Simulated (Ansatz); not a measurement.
# C₂H₃AlClF: geometry relaxation

- system: C₂H₃AlClF
- method: UKS PBE-D4/def2-SVP (Ansatz 0.2.0)

It belongs to a series of runs on one base structure; here: end point A relaxed. Figures and captions count atoms from 1; the log counts them from 0 in places.

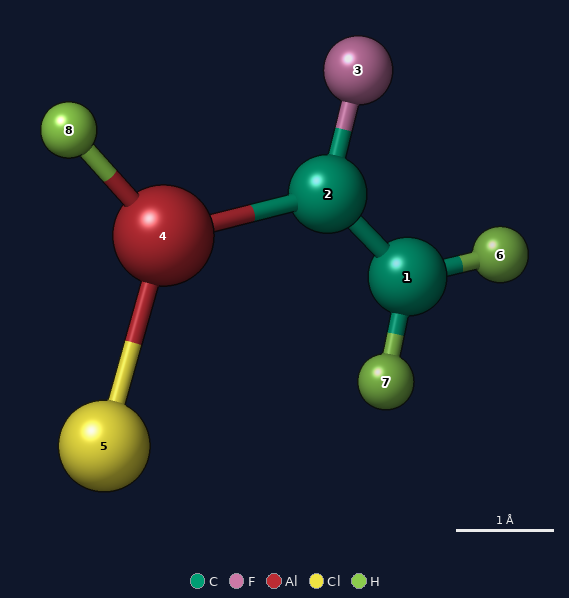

The starting structure (ball-and-stick view, seen at a tilt; atoms are numbered from 1 in the order of the input). Sticks mark near contacts. Bond lengths as drawn: Al–C 1.95 Å, Al–Cl 2.28 Å, Al–H 1.57 Å, C–C 1.29 Å, C–F 1.33 Å and C–H 1.07 to 1.12 Å.

Input
```yaml
crystal:
  periodic: [false, false, false]
  atoms:
    - { symbol: C, position_ang: [-0.2186, 0.4245, 1.3293] }
    - { symbol: C, position_ang: [0.5726, -0.0624, 0.4297] }
    - { symbol: F, position_ang: [1.8188, -0.3478, 0.7841] }
    - { symbol: Al, position_ang: [0.0851, -0.4253, -1.4272] }
    - { symbol: Cl, position_ang: [-2.0528, 0.012, -2.0844] }
    - { symbol: H, position_ang: [0.0637, 0.6843, 2.3303] }
    - { symbol: H, position_ang: [-1.2633, 0.7105, 1.0479] }
    - { symbol: H, position_ang: [1.0867, -1.0529, -2.4657] }
magnetization:
  spin_polarized: true
basis:
  gaussian: { orbitals: def2-SVP }
hamiltonian:
  xc: pbe
  dispersion: d4
relax:
  f_tol: 0.02
  max_steps: 50
output:
  orbitals: {}
```

Machine: 2 threads of Arm Neoverse V1, 24 GiB of memory available, shared host.

Command:
```bash
ansatz run input.yaml --threads 2 --pin off --max-ram 3072MiB --backend cpu --events-out ev --progress --plain --runs-dir out
```

Output
```
The last accepted step is kept in [file] (removed where the run ends without a failure and the disk answers)
Engine: ansatz 0.2.0, aarch64-unknown-linux-gnu
Functional definition: PBE
  parameter kappa = 0.804
  parameter beta = 0.06672455060314922
  exchange = pbe_x(kappa = kappa, mu = beta*pi^2/3)
  correlation = pbe_c(beta = beta)
1026 factors; their error is unknown
mean field evaluation 1: about -23928.7855 eV, gradient 3.6e1 eV
mean field evaluation 2: about -23903.3230 eV, gradient 6.7e1 eV
mean field evaluation 4: about -23935.8432 eV, gradient 5.4e0 eV
mean field evaluation 8: about -23935.9798 eV, gradient 4.9e-2 eV
mean field evaluation 16: about -23935.9190 eV, gradient 7.3e-5 eV
mean field -23935.91897949 eV, -879.6287981477 hartree, gradient 9.8e-6 eV, S^2 0.000000; 0 other end points of the search recorded, 0 dependent functions left out
the calculation of the forces begins
reference -23935.91901548 eV, -879.6287994701 hartree; 27, 27 occupied and 66, 66 virtual orbitals, 1026 factors
relax step   1: F+E_penalty+E_count = -23936.08574933 eV  Δ(F+E_penalty+E_count) = +0.000e0 eV  max|allowed force component| = 3.611e0 eV/Å  Δτ_max = 0.0000 Å  (32 SCF iters, accepted)
these checks for a lower state are left out or cut short: starts, cluster_reference, orbital_swaps, neighbouring_geometries, increment
1026 factors; their error is unknown
mean field -23936.22943114 eV, -879.6402070355 hartree, gradient 1.8e-5 eV, S^2 0.000000; 0 other end points of the search recorded, 0 dependent functions left out
the calculation of the forces begins
reference -23936.22946734 eV, -879.6402083659 hartree; 27, 27 occupied and 66, 66 virtual orbitals, 1026 factors
relax step   2: F+E_penalty+E_count = -23936.39877014 eV  Δ(F+E_penalty+E_count) = -3.130e-1 eV  max|allowed force component| = 1.084e0 eV/Å  Δτ_max = 0.1332 Å  (32 SCF iters, accepted)
these checks for a lower state are left out or cut short: starts, cluster_reference, orbital_swaps, neighbouring_geometries, increment
1026 factors; their error is unknown
mean field evaluation 32: about -23936.2367 eV, gradient 1.4e-5 eV
mean field -23936.23665607 eV, -879.6404725467 hartree, gradient 1.4e-5 eV, S^2 0.000000; 0 other end points of the search recorded, 0 dependent functions left out
the calculation of the forces begins
reference -23936.23669224 eV, -879.6404738757 hartree; 27, 27 occupied and 66, 66 virtual orbitals, 1026 factors
relax step   3: F+E_penalty+E_count = -23936.40695384 eV  Δ(F+E_penalty+E_count) = -8.184e-3 eV  max|allowed force component| = 6.004e-1 eV/Å  Δτ_max = 0.0912 Å  (32 SCF iters, accepted)
these checks for a lower state are left out or cut short: starts, cluster_reference, orbital_swaps, neighbouring_geometries, increment
1026 factors; their error is unknown
mean field -23936.25175449 eV, -879.6410274032 hartree, gradient 1.3e-5 eV, S^2 0.000000; 0 other end points of the search recorded, 0 dependent functions left out
the calculation of the forces begins
reference -23936.25179056 eV, -879.6410287289 hartree; 27, 27 occupied and 66, 66 virtual orbitals, 1026 factors
relax step   4: F+E_penalty+E_count = -23936.42068612 eV  Δ(F+E_penalty+E_count) = -1.373e-2 eV  max|allowed force component| = 3.828e-1 eV/Å  Δτ_max = 0.0717 Å  (33 SCF iters, accepted)
these checks for a lower state are left out or cut short: starts, cluster_reference, orbital_swaps, neighbouring_geometries, increment
1026 factors; their error is unknown
mean field -23936.26209059 eV, -879.6414072481 hartree, gradient 1.3e-5 eV, S^2 0.000000; 0 other end points of the search recorded, 0 dependent functions left out
the calculation of the forces begins
reference -23936.26212674 eV, -879.6414085765 hartree; 27, 27 occupied and 66, 66 virtual orbitals, 1026 factors
relax step   5: F+E_penalty+E_count = -23936.43198887 eV  Δ(F+E_penalty+E_count) = -1.130e-2 eV  max|allowed force component| = 1.277e-1 eV/Å  Δτ_max = 0.0476 Å  (33 SCF iters, accepted)
these checks for a lower state are left out or cut short: starts, cluster_reference, orbital_swaps, neighbouring_geometries, increment
1026 factors; their error is unknown
mean field -23936.26279369 eV, -879.6414330865 hartree, gradient 1.3e-5 eV, S^2 0.000000; 0 other end points of the search recorded, 0 dependent functions left out
the calculation of the forces begins
reference -23936.26282983 eV, -879.6414344147 hartree; 27, 27 occupied and 66, 66 virtual orbitals, 1026 factors
relax step   6: F+E_penalty+E_count = -23936.43282014 eV  Δ(F+E_penalty+E_count) = -8.313e-4 eV  max|allowed force component| = 7.364e-2 eV/Å  Δτ_max = 0.0073 Å  (35 SCF iters, accepted)
these checks for a lower state are left out or cut short: starts, cluster_reference, orbital_swaps, neighbouring_geometries, increment
1026 factors; their error is unknown
mean field -23936.26302505 eV, -879.6414415889 hartree, gradient 1.3e-5 eV, S^2 0.000000; 0 other end points of the search recorded, 0 dependent functions left out
the calculation of the forces begins
reference -23936.26306122 eV, -879.6414429179 hartree; 27, 27 occupied and 66, 66 virtual orbitals, 1026 factors
relax step   7: F+E_penalty+E_count = -23936.43297432 eV  Δ(F+E_penalty+E_count) = -1.542e-4 eV  max|allowed force component| = 6.910e-2 eV/Å  Δτ_max = 0.0127 Å  (34 SCF iters, accepted)
these checks for a lower state are left out or cut short: starts, cluster_reference, orbital_swaps, neighbouring_geometries, increment
1026 factors; their error is unknown
mean field evaluation 64: about -23936.2629 eV, gradient 6.3e-5 eV
mean field -23936.26286232 eV, -879.6414356087 hartree, gradient 1.3e-5 eV, S^2 0.000000; 0 other end points of the search recorded, 0 dependent functions left out
the calculation of the forces begins
reference -23936.26289846 eV, -879.6414369367 hartree; 27, 27 occupied and 66, 66 virtual orbitals, 1026 factors
relax step   8: F+E_penalty+E_count = -23936.43298245 eV  Δ(F+E_penalty+E_count) = -8.129e-6 eV  max|allowed force component| = 5.950e-2 eV/Å  Δτ_max = 0.0079 Å  (35 SCF iters, accepted)
these checks for a lower state are left out or cut short: starts, cluster_reference, orbital_swaps, neighbouring_geometries, increment
1026 factors; their error is unknown
mean field -23936.26309967 eV, -879.6414443311 hartree, gradient 2.6e-5 eV, S^2 0.000000; 0 other end points of the search recorded, 0 dependent functions left out
the calculation of the forces begins
reference -23936.26313581 eV, -879.6414456592 hartree; 27, 27 occupied and 66, 66 virtual orbitals, 1026 factors
relax step   9: F+E_penalty+E_count = -23936.43318653 eV  Δ(F+E_penalty+E_count) = -2.041e-4 eV  max|allowed force component| = 1.197e-2 eV/Å  Δτ_max = 0.0040 Å  (26 SCF iters, accepted)
```

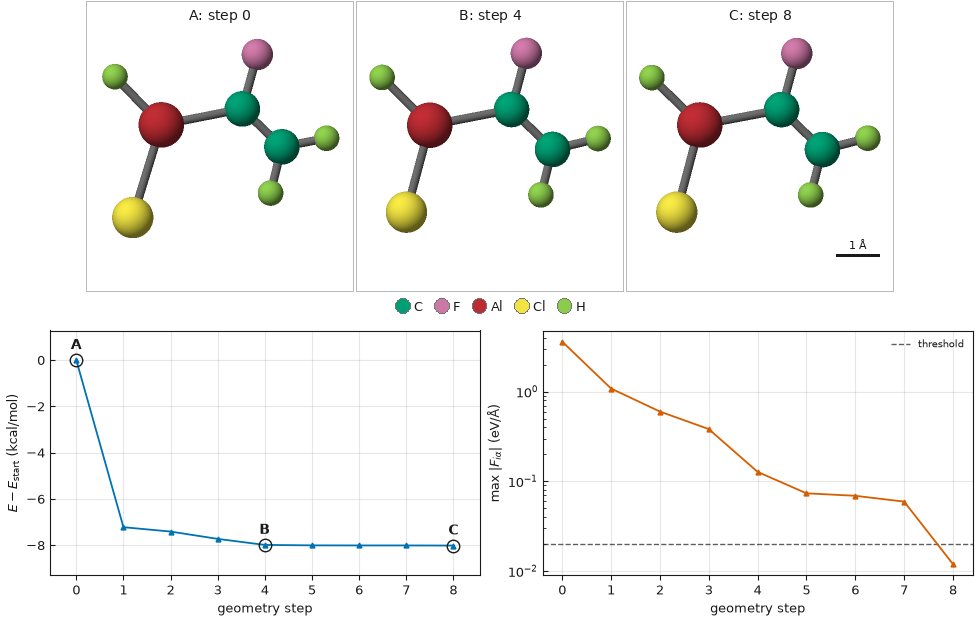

Frames of the relaxation (ball-and-stick view, seen on its broad side) above the curves, on which the letters mark them (the first geometry is step 0 here and step 1 in the log).

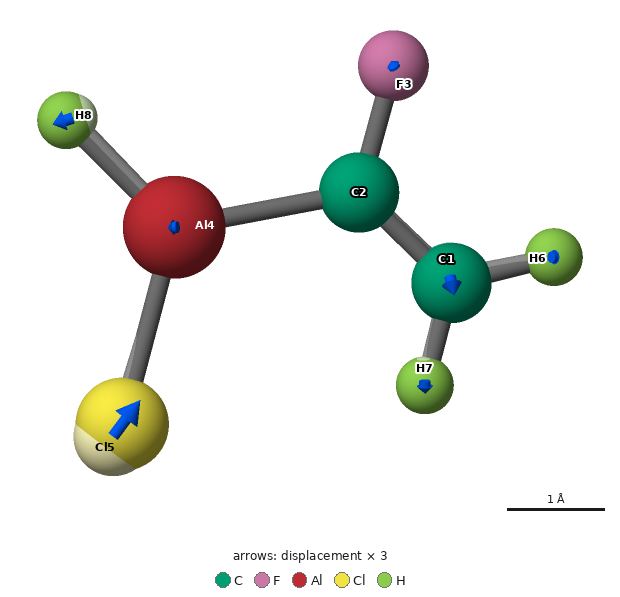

Start (faint) and end (solid) with the displacements as blue arrows, magnified 3 times (ball-and-stick view, seen on its broad side). The two geometries are laid on each other by the best rigid fit. The energy falls by 8.01 kcal/mol in 8 geometry steps. The largest force component goes from 3.6 to 0.012 eV/Å. The atom that moves furthest after the best rigid fit is Cl5 (0.16 Å). By element the largest moves are Cl 0.16 Å, H 0.08 Å, C 0.07 Å, Al 0.04 Å, F 0.03 Å. Among the contacts that change: Al4–Cl5 2.279 → 2.120 Å, C1–C2 1.293 → 1.348 Å, C2–F3 1.327 → 1.366 Å, C1–H6 1.072 → 1.103 Å. Among the angles that change: H6–C1–H7 114.8° → 118.8°, C2–C1–H6 125.4° → 121.7°, C2–Al4–Cl5 118.2° → 115.5°. (Atoms are counted from 1 in the order of the input.)

```
1026 factors; their error is unknown
mean field -23936.26309967 eV, -879.6414443311 hartree, gradient 2.6e-5 eV, S^2 0.000000; 1 other end points of the search recorded, 0 dependent functions left out
the calculation of the forces begins
reference -23936.26313581 eV, -879.6414456592 hartree; 27, 27 occupied and 66, 66 virtual orbitals, 1026 factors
Total energy: -23936.43322267 eV, -879.6476962358 hartree
Atom 0 at    -0.272446     0.472195     1.332096 Å, force    -0.006109     0.004637     0.011974 eV/Å
Atom 1 at     0.558211    -0.054565     0.409860 Å, force     0.005788    -0.001597    -0.008678 eV/Å
Atom 2 at     1.843391    -0.347735     0.766860 Å, force     0.000821    -0.001519     0.002872 eV/Å
Atom 3 at     0.075193    -0.450270    -1.454483 Å, force    -0.007312     0.002290    -0.000248 eV/Å
Atom 4 at    -1.920681     0.012794    -1.997367 Å, force     0.003171    -0.000595     0.002086 eV/Å
Atom 5 at     0.059755     0.670769     2.365281 Å, force    -0.000894     0.000834    -0.002193 eV/Å
Atom 6 at    -1.309473     0.712554     1.054151 Å, force     0.003223    -0.003384    -0.004326 eV/Å
Atom 7 at     1.058251    -1.072843    -2.532398 Å, force     0.001312    -0.000666    -0.001486 eV/Å
Dipole moment:    -0.011724     0.030190     0.092324 e Å
```

Trajectory as extended XYZ (Å, eV, eV/Å), 9 frames, from step=1 to step=9
```
8
Properties=species:S:1:pos:R:3:forces:R:3 step=1 energy=-23936.08575
C    -0.2186    0.4245    1.3293   -3.6107   1.7426   1.1463
C     0.5726   -0.0624    0.4297    0.8074  -0.9340  -2.2193
F     1.8188   -0.3478    0.7841    1.7560  -0.4761   0.1481
Al    0.0851   -0.4253   -1.4272   -1.6894   0.2154  -0.6182
Cl   -2.0528    0.0120   -2.0844    1.7073  -0.3090   0.5810
H     0.0637    0.6843    2.3303    0.4950   0.0503   1.0643
H    -1.2633    0.7105    1.0479    0.4701  -0.2512   0.0832
H     1.0867   -1.0529   -2.4657    0.0643  -0.0380  -0.1855
8
Properties=species:S:1:pos:R:3:forces:R:3 step=2 energy=-23936.39877
C    -0.2415    0.5049    1.3237   -1.0838   0.0435   0.4379
C     0.5678   -0.0472    0.4133   -0.0723  -0.0168  -0.4588
F     1.8322   -0.3591    0.7633    0.6678  -0.1772   0.1537
Al    0.0860   -0.4532   -1.4455   -0.5227   0.1338  -0.2273
Cl   -1.9399   -0.0009   -2.0150    0.4398  -0.0953   0.1528
H     0.0327    0.6537    2.3800    0.2355   0.0914  -0.0045
H    -1.2997    0.7120    1.0634    0.3008   0.0393  -0.0698
H     1.0546   -1.0673   -2.5393    0.0349  -0.0187   0.0159
8
Properties=species:S:1:pos:R:3:forces:R:3 step=3 energy=-23936.40695
C    -0.2846    0.4278    1.3463    0.1320   0.6004   0.0609
C     0.5599   -0.0657    0.4108   -0.2518  -0.0232   0.1598
F     1.8453   -0.3596    0.7557    0.0549  -0.0052   0.0740
Al    0.0759   -0.4486   -1.4567    0.2068  -0.0714   0.0494
Cl   -1.9103   -0.0059   -1.9881   -0.2488   0.0643  -0.0689
H     0.0513    0.7014    2.3758   -0.0897  -0.3012  -0.3530
H    -1.3030    0.7488    1.0474    0.1903  -0.2757   0.0546
H     1.0577   -1.0552   -2.5472    0.0063   0.0120   0.0232
8
Properties=species:S:1:pos:R:3:forces:R:3 step=4 energy=-23936.42069
C    -0.2712    0.4451    1.3449    0.1856   0.2372   0.0977
C     0.5613   -0.0632    0.4108   -0.0920  -0.0054   0.1116
F     1.8586   -0.3401    0.7463   -0.1886   0.0421  -0.0417
Al    0.0411   -0.4453   -1.4477    0.3828  -0.1430  -0.1087
Cl   -1.9260    0.0242   -2.0513   -0.1018   0.0312   0.0270
H     0.0667    0.6966    2.3699   -0.0147  -0.1443  -0.1219
H    -1.3058    0.7013    1.0726   -0.0270  -0.0798  -0.0381
H     1.0673   -1.0756   -2.5015   -0.1442   0.0620   0.0741
8
Properties=species:S:1:pos:R:3:forces:R:3 step=5 energy=-23936.43199
C    -0.2690    0.4709    1.3336   -0.0322   0.0399   0.1277
C     0.5605   -0.0535    0.4082   -0.0688   0.0335  -0.0110
F     1.8468   -0.3463    0.7548    0.0332  -0.0130   0.0362
Al    0.0695   -0.4489   -1.4548    0.0858  -0.0256  -0.0078
Cl   -1.9205    0.0133   -2.0053   -0.0462   0.0116  -0.0073
H     0.0513    0.6700    2.3742    0.0266  -0.0320  -0.1214
H    -1.3074    0.7146    1.0596    0.0320  -0.0289  -0.0336
H     1.0610   -1.0772   -2.5263   -0.0305   0.0145   0.0172
8
Properties=species:S:1:pos:R:3:forces:R:3 step=6 energy=-23936.43282
C    -0.2699    0.4712    1.3324   -0.0641   0.0384   0.0736
C     0.5607   -0.0526    0.4089   -0.0233  -0.0109  -0.0279
F     1.8455   -0.3473    0.7609    0.0389   0.0014   0.0224
Al    0.0744   -0.4492   -1.4548   -0.0085   0.0014   0.0006
Cl   -1.9208    0.0164   -1.9994    0.0098  -0.0022   0.0035
H     0.0531    0.6734    2.3691    0.0267  -0.0234  -0.0471
H    -1.3089    0.7082    1.0564    0.0245  -0.0072  -0.0239
H     1.0581   -1.0772   -2.5296   -0.0040   0.0025  -0.0013
8
Properties=species:S:1:pos:R:3:forces:R:3 step=7 energy=-23936.43297
C    -0.2720    0.4723    1.3349   -0.0399   0.0047  -0.0265
C     0.5544   -0.0532    0.4074    0.0280   0.0124   0.0691
F     1.8403   -0.3454    0.7652    0.0050  -0.0101  -0.0250
Al    0.0740   -0.4503   -1.4565    0.0017  -0.0041  -0.0112
Cl   -1.9202    0.0127   -2.0040   -0.0011   0.0002   0.0007
H     0.0651    0.6694    2.3674   -0.0072  -0.0043  -0.0241
H    -1.3105    0.7130    1.0602    0.0216  -0.0039   0.0107
H     1.0611   -1.0755   -2.5306   -0.0082   0.0050   0.0064
8
Properties=species:S:1:pos:R:3:forces:R:3 step=8 energy=-23936.43298
C    -0.2743    0.4731    1.3309    0.0451  -0.0015   0.0383
C     0.5578   -0.0545    0.4105   -0.0213  -0.0152  -0.0595
F     1.8426   -0.3510    0.7660   -0.0126   0.0140   0.0244
Al    0.0756   -0.4500   -1.4541   -0.0006  -0.0001  -0.0003
Cl   -1.9207    0.0106   -1.9964   -0.0026   0.0007  -0.0011
H     0.0627    0.6702    2.3626   -0.0165   0.0080   0.0147
H    -1.3118    0.7150    1.0561    0.0097  -0.0058  -0.0147
H     1.0604   -1.0706   -2.5317   -0.0012   0.0000  -0.0017
8
Properties=species:S:1:pos:R:3:forces:R:3 step=9 energy=-23936.43319
C    -0.2724    0.4722    1.3321   -0.0061   0.0046   0.0120
C     0.5582   -0.0546    0.4099    0.0058  -0.0016  -0.0087
F     1.8434   -0.3477    0.7669    0.0008  -0.0015   0.0029
Al    0.0752   -0.4503   -1.4545   -0.0073   0.0023  -0.0002
Cl   -1.9207    0.0128   -1.9974    0.0032  -0.0006   0.0021
H     0.0598    0.6708    2.3653   -0.0009   0.0008  -0.0022
H    -1.3095    0.7126    1.0542    0.0032  -0.0034  -0.0043
H     1.0583   -1.0728   -2.5324    0.0013  -0.0007  -0.0015
```

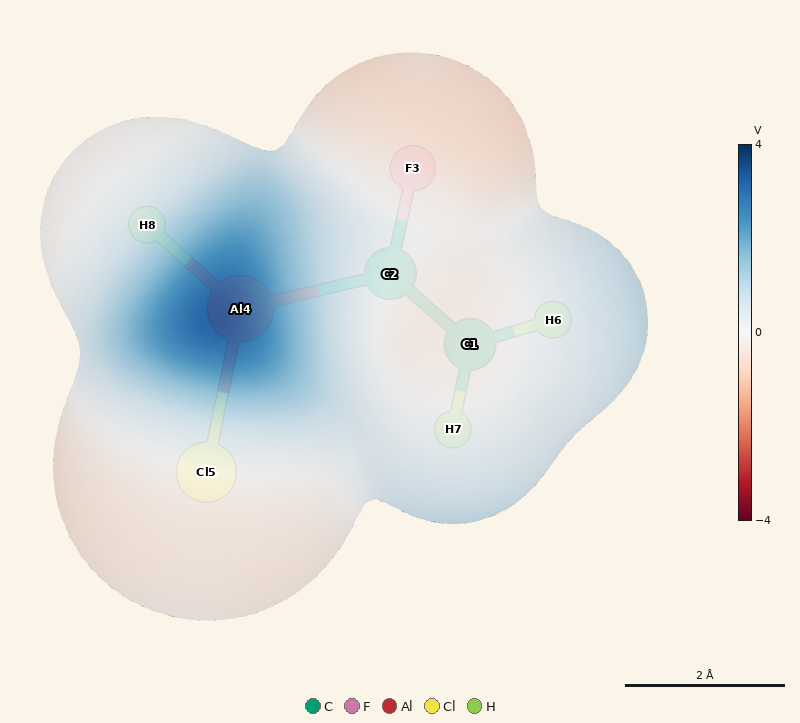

The electrostatic potential painted on the density surface at 0.002 e/bohr³, seen face on; red is negative and blue positive.

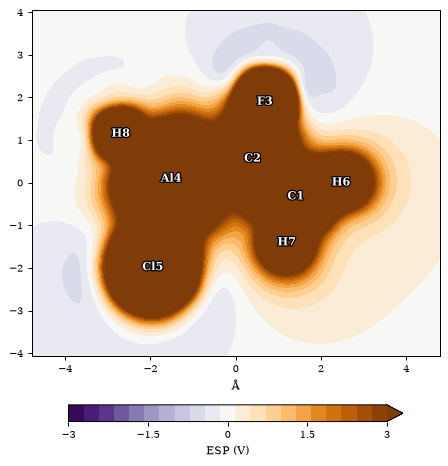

Electrostatic potential on the molecular plane. The section cuts through C, F, Al, Cl and H sites.

Summary

- outcome: converged
- total energy: −23936.4332 eV
- mean-field energy: −23936.2631 eV
- largest force (length of the vector) at the end: 0.014 eV/Å
- wall time: 29 s (CPU time 56 s)
- peak memory: 0.17 GiB
